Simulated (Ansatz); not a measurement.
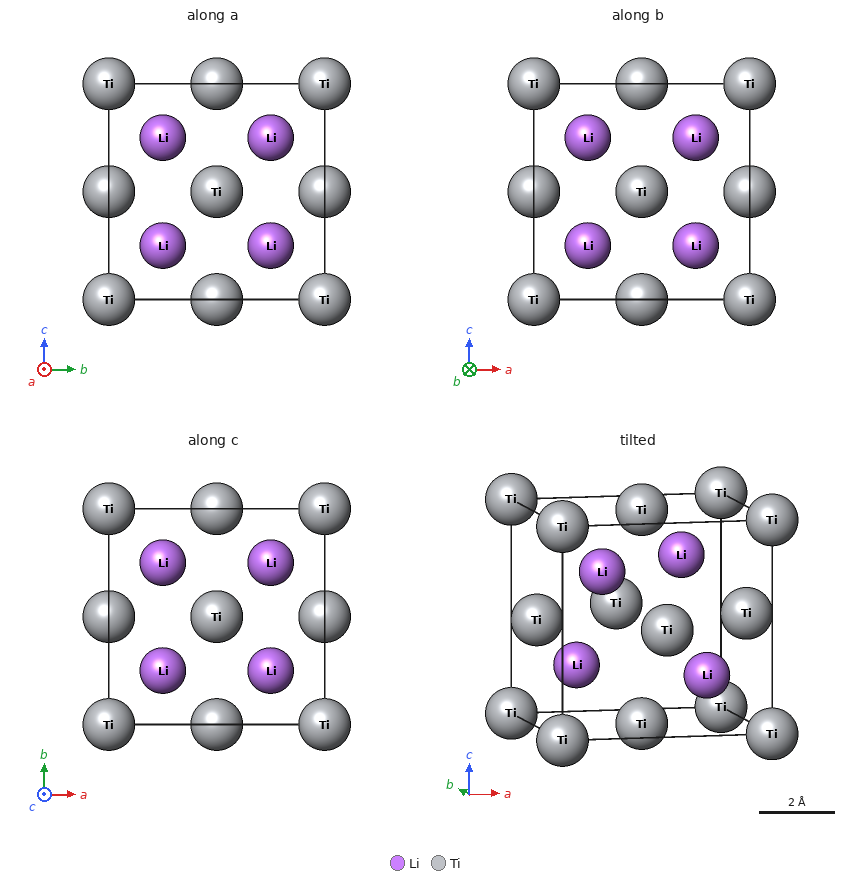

Shown here is a spheres-only view of the crystal, taken along the a axis, along the b axis, along the c axis and slightly off an axis. The wireframe shows the conventional unit cell.

Lattice parameters: a = 5.773 Å, b = 5.773 Å, c = 5.773 Å, α = 90.00°, β = 90.00°, γ = 90.00°. Put a along x and b in the xy plane.

**Transcribe the picture into a POSCAR file.**

```
Li Ti
1.0
     5.773    0.000    0.000
     0.000    5.773    0.000
     0.000    0.000    5.773
Li Ti
4 4
Direct
  0.2500 0.2500 0.7500
  0.2500 0.7500 0.2500
  0.7500 0.2500 0.2500
  0.7500 0.7500 0.7500
  0.0000 0.0000 0.0000
  0.0000 0.5000 0.5000
  0.5000 0.0000 0.5000
  0.5000 0.5000 0.0000
```

The cell started as a structure type filled with these elements by a generator (whether the compound takes this form wasn't checked). The geometry was optimised with Ansatz 0.2.0, DFT PBE, scalar-relativistic, plane waves, PAW.
